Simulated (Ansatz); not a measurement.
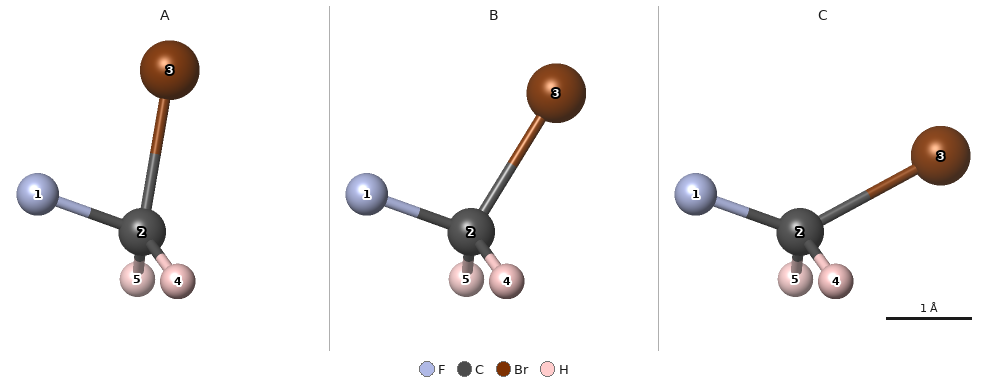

Frames of a one-coordinate scan of CH2BrF. A ball-and-stick model, seen onto the plane of the angle, with a slight tilt.

Level of theory: CCSD(T) (def2-TZVPP, Ansatz), on geometries moved rigidly from the minimum at PBE0-D4/def2-TZVP. Coupled cluster with a frozen core. Energies are counted from the PBE0-D4/def2-TZVP minimum geometry at the same level.

Question: Which coordinate changes from frame to frame?

Answer: The Br3–C2–F1 angle is varied, with the rest of the molecule carried along rigidly. In the frames the angle is 80.7° (A), 103.2° (B), 133.2° (C). Their energies are 38.1 kcal/mol, 1.7 kcal/mol, 13.8 kcal/mol.
